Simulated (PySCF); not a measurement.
**C₇H₁₀Si: electronic excitations**

Wanted: the electronic excitations of C₇H₁₀Si (`C=C(C)C1=CC=C[SiH2]1`), by calculation.

Computed with PySCF 2.14.0, with density-fitted response routines of our own, on a single molecule in the gas phase. Atoms are numbered from 0 throughout.

## (1) The molecule as given

18 atoms, charge 0, multiplicity 1; geometry from: GFN2-xTB.

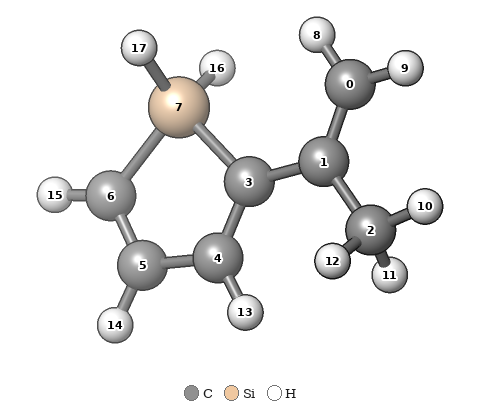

The starting geometry (carbon grey, silicon light orange, hydrogen white), atoms numbered.

## (2) Ultraviolet spectrum: CAM-B3LYP/def2-SVPD

Job settings and geometry (Å):

```
{"job": {"kind": "uv", "xc": "CAM-B3LYP", "basis": "def2-SVPD", "nstates": 8, "ntriplets": 3}, "charge": 0, "multiplicity": 1}
C     -1.928832     0.208666     1.028987
C     -1.336782    -0.050357    -0.138811
C     -2.150228    -0.416917    -1.348525
C      0.103017     0.012921    -0.271573
C      0.789464    -0.233890    -1.410414
C      2.231106    -0.116547    -1.341083
C      2.749585     0.229311    -0.154236
Si     1.355007     0.448330     1.090391
H     -1.357317     0.471940     1.902772
H     -2.998409     0.166633     1.148359
H     -3.210420    -0.426377    -1.109044
H     -1.866502    -1.404081    -1.711176
H     -1.980999     0.300636    -2.150244
H      0.331143    -0.508154    -2.350086
H      2.822368    -0.306539    -2.227346
H      3.809144     0.343357     0.001013
H      1.399875    -0.532100     2.176949
H      1.230022     1.819486     1.587648
```

Method: TDDFT CAM-B3LYP/def2-SVPD, vertical, gas phase, core orbitals frozen in the response.

Launch:

```
$ OMP_NUM_THREADS=1 python probes_run.py task.json out
```

The driver reads the jobs from task.json and runs them one after another.

Predict these results of the whole session: lowest singlet (CAM-B3LYP/def2-SVPD); brightest single state of those computed; lowest triplet; surface potential, least and greatest.

**Answer**, as computed:

```
                                quantity                        value
    lowest singlet (CAM-B3LYP/def2-SVPD)  3.86 eV (321 nm), f = 0.191
brightest single state of those computed  state 7, 6.27 eV, f = 0.251
                          lowest triplet                      2.18 eV
   surface potential, least and greatest           -0.60 V and 0.94 V
```

The lowest singlet, at 3.86 eV, is HOMO→LUMO 0.95 and is bright; of the 8 states computed, the strongest absorption comes from state 7 at 6.27 eV. The lowest triplet lies 1.68 eV below the lowest singlet (triplets in Tamm-Dancoff, singlets in full TDDFT). At CAM-B3LYP/def2-SVPD, counted by nearest atom on the grid, the HOMO lies on 4 C atoms about 18 % each; C1, C5 about 7 % each, the LUMO on C3, C4, C6 about 16 % each; C0, C5 about 10 % each.
